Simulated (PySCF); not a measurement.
A series of small molecules: germyl halides GeH3X.

Gas-phase molecules at GFN2-xTB geometries (not checked as minima at the level of the calculation), B3LYP/def2-SVPD with PySCF. The ionisation energy is E(cation) − E(neutral) at fixed geometry, without spin-orbit coupling; where the highest orbital is degenerate, the cation is one component. LUMO energies depend on the basis. GFN2-xTB bonds to atoms past the second row can be off by 0.02 to 0.07 Å and angles by up to several degrees, which can move orbital and ionisation energies by up to 0.5 eV and charges by 0.01 to 0.02 e, so small steps and misses may come from the geometries. Volumes are summed on a coarse grid and good to about 2 %. Core potentials replace the inner electrons of I. Electronegativities are Pauling's, radii Cordero's.

| molecule | electronegativity of X | covalent radius of X (Å) | Hirshfeld charge of the central atom (e) | HOMO energy (eV) | vertical ionisation energy (eV) | HOMO–LUMO gap (eV) | volume inside the 0.001 a.u. surface (Å³) |
| --- | --- | --- | --- | --- | --- | --- | --- |
| GeH3F | 3.98 | 0.57 | 0.445 | −9.55 | 12.37 | 8.89 | 67 |
| GeH3Cl | 3.16 | 1.02 | 0.348 | −8.66 | 11.29 | 8.06 | 85 |
| GeH3Br | 2.96 | 1.20 | ? | ? | ? | ? | ? |
| GeH3I | 2.66 | 1.39 | 0.297 | −7.33 | 9.85 | 6.04 | 106 |

The results for GeH3Br are withheld.

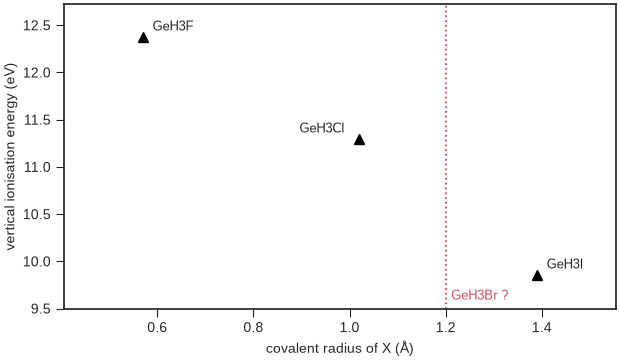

### What does the trend of the vertical ionisation energy with the covalent radius of X predict for GeH3Br?

A least-squares line through the three given members is y = 14.20 − 3.05 x, with R² = 0.98 and a scatter of 0.25 eV; GeH3Cl lies farthest from it (+0.20 eV). At x = 1.20 it gives 10.54 eV. For a new member the 90 % prediction interval is ±1.88 eV, wide since three points leave one degree of freedom.

### How does the computed value compare?

The calculation gives 10.68 eV, 0.14 eV above the estimate (0.6 times the scatter, 6 % of the range of the series): inside the prediction interval, which is so wide that this tests little. Its other results: Hirshfeld charge of the central atom 0.328 e, HOMO energy −8.04 eV, HOMO–LUMO gap 7.15 eV and volume inside the 0.001 a.u. surface 92 Å³.

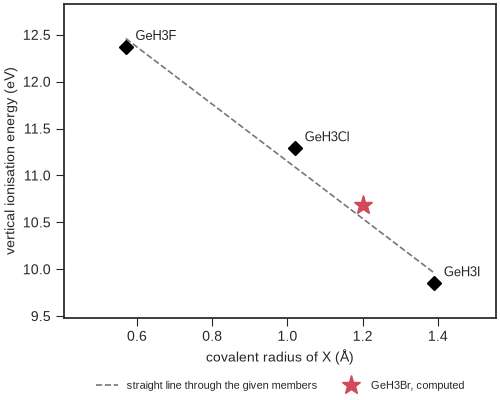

Over the series −ε(HOMO) lies 2.52 to 2.82 eV below the ionisation energy from total-energy differences, since this functional puts filled levels too high (delocalisation error). The pairing was chosen among those with R² above 0.96; series and pairings with weaker trends are left out of this set.

The single runs took from 5.1 s to 2.1 min, on 1 thread of shared hosts (Arm Neoverse V2 and Intel(R) Xeon(R) 6975P-C (Granite Rapids)).
